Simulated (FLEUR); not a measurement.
## E(M) of ScCo

Aim: the energy of ScCo as a function of its total spin moment.

Method: PBEsol; all-electron FLAPW, Dirac cores, scalar-relativistic bands, in FLEUR MaX-R8.1.

### 1. The structure

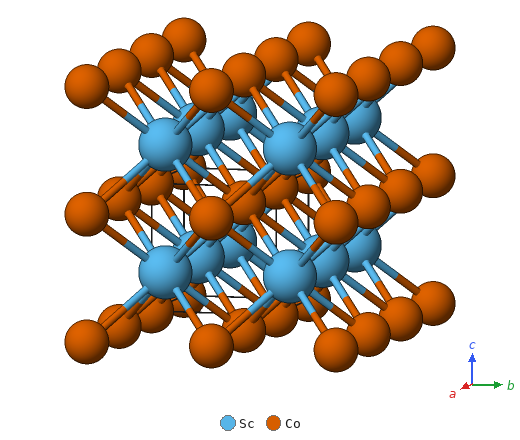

Start, viewed slightly off an axis; scandium blue, cobalt orange. 3×2×2 cells are drawn. Some periodic images of atoms are drawn too.

As a file:

```cif
data_structure
_symmetry_space_group_name_H-M 'P 1'
_symmetry_Int_Tables_number 1
_cell_length_a 3.1450
_cell_length_b 3.1450
_cell_length_c 3.1450
_cell_angle_alpha 90.000
_cell_angle_beta 90.000
_cell_angle_gamma 90.000
_cell_volume 31.11
loop_
_atom_site_label
_atom_site_type_symbol
_atom_site_fract_x
_atom_site_fract_y
_atom_site_fract_z
_atom_site_occupancy
Sc1 Sc 0.50000 0.50000 0.50000 1
Co2 Co 0.00000 0.00000 0.00000 1
```

The settings of this session are cheaper than careful work needs (see the inputs), so it shows what such settings give, not the properties of the crystal.

### 2. The free run

The free run tells which range of moments is worth scanning.

inpgen writes inp.xml from crystal.txt; cutoffs, mixing, functional, smearing and local orbitals are then set in the file. The k list default-1 (kpts.xml, not shown) is a Γ-centred 8×8×8 mesh; where the ranks do not divide the number of points, some are split in two of half the weight.

Input file inp.xml:

```
<?xml version="1.0" encoding="UTF-8" standalone="no"?>
<fleurInput fleurInputVersion="0.39">
   <comment>
      ScCo
   </comment>
   <calculationSetup>
      <cutoffs Kmax="2.52" Gmax="6.3" GmaxXC="6.3" numbands="0"/>
      <scfLoop itmax="90" minDistance="0.00002" maxIterBroyd="15" imix="Anderson" alpha="0.05" precondParam="0.0" spinf="2.0" sdNocoIR="T"/>
      <coreElectrons ctail="T" frcor="F" kcrel="0" coretail_lmax="0"/>
      <xcFunctional name="PBEs" relativisticCorrections="F"/>
      <magnetism jspins="2"/>
      <soc l_soc="F" theta="0.0" phi="0.0" spav="F"/>
      <expertModes spex="0" secvar="F"/>
      <geometryOptimization l_f="F" forcealpha="1.0" forcemix="BFGS" epsdisp="0.00001" epsforce="0.00001"/>
      <ldaU l_linMix="F" mixParam="0.05" spinf="1.0"/>
   </calculationSetup>
   <cell>
      <bzIntegration valenceElectrons="28.0" mode="hist" fermiSmearingEnergy="0.00183747">
         <kPointListSelection listName="default-1"/>
         <xi:include xmlns:xi="http://www.w3.org/2001/XInclude" href="kpts.xml"> </xi:include>
      </bzIntegration>
      <xi:include xmlns:xi="http://www.w3.org/2001/XInclude" href="sym.xml"> </xi:include>
      <bulkLattice scale="1.0">
         <bravaisMatrix>
            <row-1>    5.9431886618669996     0.0000000000000000     0.0000000000000000</row-1>
            <row-2>    0.0000000000000000     5.9431886618669996     0.0000000000000000</row-2>
            <row-3>    0.0000000000000000     0.0000000000000000     5.9431886618669996</row-3>
         </bravaisMatrix>
      </bulkLattice>
   </cell>
   <atomSpecies>
      <species name="Scandium (Sc)" element="Sc" atomicNumber="21">
         <mtSphere radius="2.51" gridPoints="829" logIncrement="0.015"/>
         <atomicCutoffs lmax="10" lnonsphr="8"/>
         <electronConfig flipSpins="F">
            <coreConfig>(1s1/2) (2s1/2) (2p1/2) (2p3/2)</coreConfig>
            <valenceConfig>(3s1/2) (3p1/2) (3p3/2) (4s1/2) (3d3/2) (3d5/2)</valenceConfig>
            <stateOccupation state="(3d3/2)" spinUp="0.200000" spinDown="0.200000"/>
            <stateOccupation state="(3d5/2)" spinUp="0.300000" spinDown="0.300000"/>
         </electronConfig>
         <energyParameters s="4" p="4" d="3" f="4"/>
         <lo type="SCLO" l="0" n="3" eDeriv="0"/>
         <lo type="SCLO" l="1" n="3" eDeriv="0"/>
      </species>
      <species name="Cobalt (Co2.000" element="Co" atomicNumber="27">
         <mtSphere radius="2.51" gridPoints="829" logIncrement="0.015"/>
         <atomicCutoffs lmax="10" lnonsphr="8"/>
         <electronConfig flipSpins="F">
            <coreConfig>(1s1/2) (2s1/2) (2p1/2) (2p3/2)</coreConfig>
            <valenceConfig>(3s1/2) (3p1/2) (3p3/2) (4s1/2) (3d3/2) (3d5/2)</valenceConfig>
            <stateOccupation state="(3d3/2)" spinUp="1.5" spinDown="1.3"/>
            <stateOccupation state="(3d5/2)" spinUp="3.0" spinDown="1.2"/>
         </electronConfig>
         <energyParameters s="4" p="4" d="3" f="4"/>
         <lo type="SCLO" l="0" n="3" eDeriv="0"/>
         <lo type="SCLO" l="1" n="3" eDeriv="0"/>
      </species>
   </atomSpecies>
   <atomGroups>
      <atomGroup species="Scandium (Sc)">
         <relPos label="                   1">1.000/2.000 1.000/2.000 1.000/2.000</relPos>
         <force calculate="T" relaxXYZ="TTT"/>
      </atomGroup>
      <atomGroup species="Cobalt (Co2.000">
         <relPos label="                   2">.0000000000 .0000000000 .0000000000</relPos>
         <force calculate="T" relaxXYZ="TTT"/>
      </atomGroup>
   </atomGroups>
   <output dos="F" band="F" slice="F">
      <bandDOS minEnergy="-.5*Htr" maxEnergy="0.5*Htr" sigma="0.015" storeEVData="T"/>
      <plotting iplot="0" polar="F">
         <plot TwoD="T" vec1="  1.0  0.0  0.0" vec2="  0.0  1.0  0.0" vec3="  0.0  0.0  1.0" zero="  0.0  0.0  0.0" file="plot"/>
      </plotting>
      <moessbauerParams electricFieldGradient="F" isomerShift="F" coreHyperfine="F" valenceHyperfine="F"/>
   </output>
</fleurInput>
```

Input file crystal.txt:

```
ScCo
&input film=F cartesian=F /
3.14500000000  0.00000000000  0.00000000000
0.00000000000  3.14500000000  0.00000000000
0.00000000000  0.00000000000  3.14500000000
1.8897261246
1.0 1.0 1.0

2
21 0.50000000000  0.50000000000  0.50000000000
27 0.00000000000  0.00000000000  0.00000000000 : 2.000

&kpt div1=8 div2=8 div3=8 gamma=T /
```

Launch:

```console
OMP_NUM_THREADS=1 inpgen -f crystal.txt > inpgen.log  # inp.xml is then edited as shown
OMP_NUM_THREADS=1 mpirun -n 4 fleur_MPI > fleur.log
```

The log of the run:

```text
Welcome to FLEUR        (www.flapw.de)
      MaX-Release 8.1          (www.max-centre.eu)

 ========== k-point set info ==========
 Selected k-point list: default-1
 k-point list type: mesh
 0 x 0 x 0
 Number of k points: 36

 ------------Calculation Setup---------------------------
 Number of MPI-tasks      :            4
 Number of PE/node        :            4
 Number of OMP-threads    :            1
 k-points in parallel     :            4
 pe's per k-point         :            1
 No of k-point loops      :            9
 Eigenvalue solver        :       lapack
 Number of basis functions:           77
 Approximate size of matrices (H+S) per k-point:         0.000 GB
 --------------------------------------------------------
 Iteration:     1   Distance:      28.15071026 me/bohr^3
 Iteration:     2   Distance:      24.51040583 me/bohr^3
 Iteration:     3   Distance:      19.00461449 me/bohr^3
 Iteration:     4   Distance:      18.88118774 me/bohr^3
 Iteration:     5   Distance:       6.47000581 me/bohr^3
 Iteration:     6   Distance:      19.62283929 me/bohr^3
 Iteration:     7   Distance:       7.33933163 me/bohr^3
 Iteration:     8   Distance:       3.10032220 me/bohr^3
 Iteration:     9   Distance:       3.33369748 me/bohr^3
 Iteration:    10   Distance:       3.47639282 me/bohr^3
[... 13 iterations left out ...]
 Iteration:    24   Distance:       0.00566906 me/bohr^3
 Iteration:    25   Distance:       0.00363441 me/bohr^3
 Iteration:    26   Distance:       0.00106393 me/bohr^3
 Iteration:    27   Distance:       0.00044566 me/bohr^3
 Iteration:    28   Distance:       0.00011625 me/bohr^3
 Iteration:    29   Distance:       0.00006517 me/bohr^3
 Iteration:    30   Distance:       0.00004828 me/bohr^3
 Iteration:    31   Distance:       0.00004547 me/bohr^3
 Iteration:    32   Distance:       0.00002573 me/bohr^3
 Iteration:    33   Distance:       0.00001467 me/bohr^3

 ********************************************************************
 Run finished successfully
 Stop message:
   all done
 ********************************************************************

--- out.xml (last complete iteration) ---
<iteration numberForCurrentRun="   33" overallNumber="   33">
         <energyParameters units="Htr">
            <atomicEP atomType="1" spin="1" branch="4s" branchLowest="-1.53" branchHighest="2.03" value="0.1591042039"/>
            <atomicEP atomType="1" spin="1" branch="4p" branchLowest="-0.72" branchHighest="2.49" value="0.2663014008"/>
            <atomicEP atomType="1" spin="1" branch="3d" branchLowest="-9.99" branchHighest="0.54" value="0.2792587496"/>
            <atomicEP atomType="1" spin="1" branch="4f" branchLowest="-9.99" branchHighest="2.77" value="0.5404287186"/>
            <loAtomicEP atomType="1" spin="1" branch="3s" branchLowest="-16.95" branchHighest="-1.53" value="-1.5636263492"/>
            <loAtomicEP atomType="1" spin="1" branch="3p" branchLowest="-13.80" branchHighest="-0.72" value="-0.7818174715"/>
            <atomicEP atomType="2" spin="1" branch="4s" branchLowest="-3.25" branchHighest="1.25" value="0.1297863674"/>
            <atomicEP atomType="2" spin="1" branch="4p" branchLowest="-1.90" branchHighest="1.78" value="0.2706374045"/>
            <atomicEP atomType="2" spin="1" branch="3d" branchLowest="-9.99" branchHighest="0.26" value="0.1817916849"/>
            <atomicEP atomType="2" spin="1" branch="4f" branchLowest="-9.99" branchHighest="3.03" value="0.5907879777"/>
            <loAtomicEP atomType="2" spin="1" branch="3s" branchLowest="-32.50" branchHighest="-3.25" value="-3.2473800983"/>
            <loAtomicEP atomType="2" spin="1" branch="3p" branchLowest="-27.77" branchHighest="-1.90" value="-1.9030229956"/>
            <atomicEP atomType="1" spin="2" branch="4s" branchLowest="-1.54" branchHighest="2.02" value="0.1499217192"/>
            <atomicEP atomType="1" spin="2" branch="4p" branchLowest="-0.72" branchHighest="2.48" value="0.2568939831"/>
            <atomicEP atomType="1" spin="2" branch="3d" branchLowest="-9.99" branchHighest="0.54" value="0.2728065656"/>
            <atomicEP atomType="1" spin="2" branch="4f" branchLowest="-9.99" branchHighest="2.77" value="0.5307322642"/>
            <loAtomicEP atomType="1" spin="2" branch="3s" branchLowest="-16.95" branchHighest="-1.54" value="-1.5664214773"/>
            <loAtomicEP atomType="1" spin="2" branch="3p" branchLowest="-13.80" branchHighest="-0.72" value="-0.7848478646"/>
            <atomicEP atomType="2" spin="2" branch="4s" branchLowest="-3.23" branchHighest="1.26" value="0.1284411423"/>
            <atomicEP atomType="2" spin="2" branch="4p" branchLowest="-1.88" branchHighest="1.79" value="0.2677542146"/>
            <atomicEP atomType="2" spin="2" branch="3d" branchLowest="-9.99" branchHighest="0.28" value="0.1964180117"/>
            <atomicEP atomType="2" spin="2" branch="4f" branchLowest="-9.99" branchHighest="3.04" value="0.5867764181"/>
            <loAtomicEP atomType="2" spin="2" branch="3s" branchLowest="-32.49" branchHighest="-3.23" value="-3.2280686079"/>
            <loAtomicEP atomType="2" spin="2" branch="3p" branchLowest="-27.76" branchHighest="-1.88" value="-1.8841603454"/>
         </energyParameters>
         <bandgap value="0.0000325908" units="eV"/>
         <sumValenceSingleParticleEnergies value="-23.5858911847" units="Htr"/>
         <FermiEnergy value="0.2312008061" units="Htr"/>
         <valenceDensity>
            <mtCharges spin="1">
               <mtCharge atomType="1" total="4.6314592" s="1.1186796" p="3.0594962" d="0.4367664" f="0.0103116"/>
               <mtCharge atomType="2" total="8.4843785" s="1.2930750" p="3.1738928" d="4.0096689" f="0.0047152"/>
            </mtCharges>
            <mtCharges spin="2">
               <mtCharge atomType="1" total="4.7412744" s="1.1246234" p="3.0733186" d="0.5261492" f="0.0113162"/>
               <mtCharge atomType="2" total="8.0514509" s="1.2801728" p="3.2044571" d="3.5581953" f="0.0053202"/>
            </mtCharges>
            <spinDependentCharge spin="1" total="14.1192264" interstitial="1.0033888" mtSpheres="13.1158376"/>
            <spinDependentCharge spin="2" total="13.8807736" interstitial="1.0880482" mtSpheres="12.7927253"/>
            <totalCharge value="28.0000000000"/>
         </valenceDensity>
         <coreStates atomType="     1" atomicNumber=" 21" spin="1" kinEnergy="    356.8616965310" eigValSum="   -219.2428998495" lostElectrons=" 0.000000">
            <state n="1" l="0" j="0.5" energy="-160.8967264475" weight="1.0000000000"/>
            <state n="2" l="0" j="0.5" energy="-16.9500057031" weight="1.0000000000"/>
            <state n="2" l="1" j="0.5" energy="-13.9121762741" weight="1.0000000000"/>
            <state n="2" l="1" j="1.5" energy="-13.7419957124" weight="2.0000000000"/>
         </coreStates>
         <coreStates atomType="     1" atomicNumber=" 21" spin="2" kinEnergy="    356.8542517597" eigValSum="   -219.2455497358" lostElectrons=" 0.000000">
            <state n="1" l="0" j="0.5" energy="-160.8968453887" weight="1.0000000000"/>
            <state n="2" l="0" j="0.5" energy="-16.9507092196" weight="1.0000000000"/>
            <state n="2" l="1" j="0.5" energy="-13.9127792203" weight="1.0000000000"/>
            <state n="2" l="1" j="1.5" energy="-13.7426079536" weight="2.0000000000"/>
         </coreStates>
         <coreStates atomType="     2" atomicNumber=" 27" spin="1" kinEnergy="    624.1215391785" eigValSum="   -394.0163807304" lostElectrons=" 0.000000">
            <state n="1" l="0" j="0.5" energy="-278.2023480038" weight="1.0000000000"/>
            <state n="2" l="0" j="0.5" energy="-32.4973151002" weight="1.0000000000"/>
            <state n="2" l="1" j="0.5" energy="-28.1348153036" weight="1.0000000000"/>
            <state n="2" l="1" j="1.5" energy="-27.5909511614" weight="2.0000000000"/>
         </coreStates>
         <coreStates atomType="     2" atomicNumber=" 27" spin="2" kinEnergy="    624.2148893886" eigValSum="   -393.9857190518" lostElectrons=" 0.000000">
            <state n="1" l="0" j="0.5" energy="-278.2023833609" weight="1.0000000000"/>
            <state n="2" l="0" j="0.5" energy="-32.4879028834" weight="1.0000000000"/>
            <state n="2" l="1" j="0.5" energy="-28.1278656027" weight="1.0000000000"/>
            <state n="2" l="1" j="1.5" energy="-27.5837836024" weight="2.0000000000"/>
         </coreStates>
         <allElectronCharges>
            <spinDependentCharge spin="1" total="24.1192264" interstitial="1.0033888" mtSpheres="23.1158376"/>
            <spinDependentCharge spin="2" total="23.8807736" interstitial="1.0880482" mtSpheres="22.7927253"/>
            <totalCharge value="47.9999999989"/>
         </allElectronCharges>
         <magneticMomentsInMTSpheres units="muBohr">
            <globalMagMoment atomType="1" vec="0.00000   0.00000  -0.10982"/>
            <localMagMoment atomType="1" vec="0.00000   0.00000  -0.10982"/>
            <globalMagMoment atomType="2" vec="0.00000   0.00000   0.43293"/>
            <localMagMoment atomType="2" vec="0.00000   0.00000   0.43293"/>
         </magneticMomentsInMTSpheres>
         <moessbauerParams unitsHFF="kG" unitsIS="e/bohr^3" unitsEFG="Htr/bohr^2">
         </moessbauerParams>
         <totalEnergy value="    -2155.5333461205" units="Htr">
            <sumOfEigenvalues value="    -1250.0764405522">
               <coreElectrons value="-1226.4905493675"/>
               <valenceElectrons value="-23.5858911847"/>
            </sumOfEigenvalues>
            <densityCoulombPotentialIntegral value="-3306.2348667935"/>
            <densityEffectivePotentialIntegral value="-3432.6760796942"/>
            <chargeDenXCDenIntegral value="-96.5865643408"/>
            <FockExchangeEnergyValence value="0.0000000000"/>
            <FockExchangeEnergyCore value="0.0000000000"/>
            <atomTypeDependentContributions atomType="1">
               <electronNucleiInteractionDifferentMTs value="903.4285375599"/>
               <MadelungTerm value="-8.8779598665"/>
            </atomTypeDependentContributions>
            <atomTypeDependentContributions atomType="2">
               <electronNucleiInteractionDifferentMTs value="1669.9324121655"/>
               <MadelungTerm value="-6.1900779332"/>
            </atomTypeDependentContributions>
            <tkbTimesEntropy value="0.0004307649"/>
            <freeEnergy value="-2155.5337768854"/>
            <extrapolationTo0K value="-2155.5335615030"/>
         </totalEnergy>
         <densityConvergence units="me/bohr^3">
            <chargeDensity spin="1" distance="0.0000077519"/>
            <chargeDensity spin="2" distance="0.0000083718"/>
            <overallChargeDensity distance="0.0000067243"/>
            <spinDensity distance="0.0000146676"/>
         </densityConvergence>
      </iteration>
```

Run time: 10 s. Hardware: 4 MPI ranks of Intel Xeon 6975P-C (Granite Rapids), shared host; peak memory 0.26 GiB.

Spin moment in the muffin-tin sphere by atom:

```tsv
atom	spin moment in the muffin-tin sphere (μB)
Sc1	-0.110
Co2	0.433
```

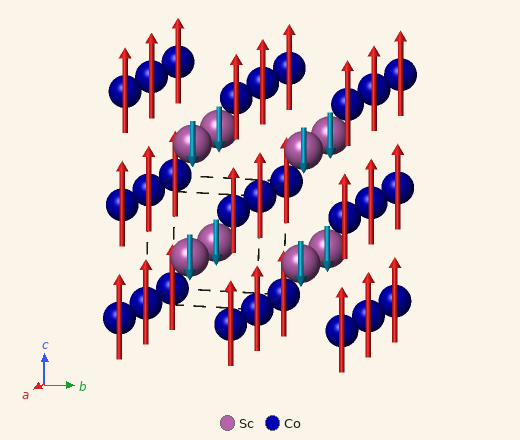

Spin moment in the muffin-tin sphere as arrows, the longest 0.433 μB. Up and down stand for the sign. Arrows give size and sign along the axis of quantisation, drawn up and down the page. Each arrow also spans its atom, so small moments look longer than they are. The two directions have two colours. 2×2×2 cells are drawn. Some periodic images of atoms are drawn too.

Numbers from this step:

```
free energy                                                       : -58655.0622 eV
program's band gap on this mesh (in a metal only a level spacing) : 3.26e-5 eV
magnetization                                                     : 0.2385 μB
final state                                                       : ferromagnetic, with opposed induced moments
```

After 33 cycles the largest moment stands at 0.433 μB.

### 3. No spin polarisation

inp.xml: that of step 2 with these lines changed.

```diff
@@ -10,3 +10,3 @@
       <xcFunctional name="PBEs" relativisticCorrections="F"/>
-      <magnetism jspins="2"/>
+      <magnetism jspins="1"/>
       <soc l_soc="F" theta="0.0" phi="0.0" spav="F"/>
@@ -44,3 +44,3 @@
       </species>
-      <species name="Cobalt (Co2.000" element="Co" atomicNumber="27">
+      <species name="Cobalt (Co)" element="Co" atomicNumber="27">
          <mtSphere radius="2.51" gridPoints="829" logIncrement="0.015"/>
@@ -50,4 +50,4 @@
             <valenceConfig>(3s1/2) (3p1/2) (3p3/2) (4s1/2) (3d3/2) (3d5/2)</valenceConfig>
-            <stateOccupation state="(3d3/2)" spinUp="1.5" spinDown="1.3"/>
-            <stateOccupation state="(3d5/2)" spinUp="3.0" spinDown="1.2"/>
+            <stateOccupation state="(3d3/2)" spinUp="1.400000" spinDown="1.400000"/>
+            <stateOccupation state="(3d5/2)" spinUp="2.100000" spinDown="2.100000"/>
          </electronConfig>
@@ -63,3 +63,3 @@
       </atomGroup>
-      <atomGroup species="Cobalt (Co2.000">
+      <atomGroup species="Cobalt (Co)">
          <relPos label="                   2">.0000000000 .0000000000 .0000000000</relPos>
```

crystal.txt: that of step 2 with these lines changed.

```diff
@@ -10,3 +10,3 @@
 21 0.50000000000  0.50000000000  0.50000000000
-27 0.00000000000  0.00000000000  0.00000000000 : 2.000
+27 0.00000000000  0.00000000000  0.00000000000
```

The log of the run:

```text
[banner, memory and clock lines left out]
Welcome to FLEUR        (www.flapw.de)
      MaX-Release 8.1          (www.max-centre.eu)

 ========== k-point set info ==========
 Selected k-point list: default-1
 k-point list type: mesh
 0 x 0 x 0
 Number of k points: 36

 [... set-up left out ...]
 Iteration:     1   Distance:      21.05997957 me/bohr^3
 Iteration:     2   Distance:      13.37807226 me/bohr^3
 Iteration:     3   Distance:      13.95751688 me/bohr^3
 Iteration:     4   Distance:      15.12745652 me/bohr^3
 Iteration:     5   Distance:      39.12516320 me/bohr^3
 Iteration:     6   Distance:      23.76823901 me/bohr^3
 Iteration:     7   Distance:       5.22979754 me/bohr^3
 Iteration:     8   Distance:       6.11565180 me/bohr^3
[... lines left out ...]
 Iteration:    19   Distance:       0.00165529 me/bohr^3
 Iteration:    20   Distance:       0.00211328 me/bohr^3
 Iteration:    21   Distance:       0.00016465 me/bohr^3
 Iteration:    22   Distance:       0.00003852 me/bohr^3
 Iteration:    23   Distance:       0.00002782 me/bohr^3
 Iteration:    24   Distance:       0.00000189 me/bohr^3

 ********************************************************************
 Run finished successfully
 Stop message:
   all done
 ********************************************************************

--- out.xml (last complete iteration) ---
<iteration numberForCurrentRun="   24" overallNumber="   24">
         [... left out ...]
         <bandgap value="0.0338373656" units="eV"/>
         <sumValenceSingleParticleEnergies value="-23.5913528785" units="Htr"/>
         <FermiEnergy value="0.2348152627" units="Htr"/>
         [... left out ...]
         <totalEnergy value="    -2155.5330373948" units="Htr">
            <sumOfEigenvalues value="    -1250.0917262129">
               <coreElectrons value="-1226.5003733344"/>
               <valenceElectrons value="-23.5913528785"/>
            </sumOfEigenvalues>
         [... left out ...]
            <freeEnergy value="-2155.5335747523"/>
            <extrapolationTo0K value="-2155.5333060735"/>
         </totalEnergy>
         <densityConvergence units="me/bohr^3">
            <chargeDensity spin="1" distance="0.0000018881"/>
         </densityConvergence>
      </iteration>
```

Elapsed: 5.7 s, on 4 MPI ranks; peak memory 0.24 GiB; 22 s of CPU time.

Numbers from this step:

```
free energy                                                       : -58655.0567 eV
program's band gap on this mesh (in a metal only a level spacing) : 0.03384 eV
final state                                                       : non-magnetic (no spin polarisation)
```

Its energy lies +5.5 meV a cell from the free run's.

[end of part 1 of 2]

[Logs and program files are shortened in this print: banners, set-up blocks, solver, clock and traceback lines can be left out without a mark of their own.]

[Logs are printed without paths, hosts, clocks, repeated set-up lines and the standing remarks that a program may print on its own settings, such as how far it seeks lower states.]

[Hosts, paths, dates, database ids (printed as entryN), source tags and the programs' standing remarks are cut or masked in the printed files.]

[Where a cell is said to come from a database of computed structures, the database is the Materials Project.]
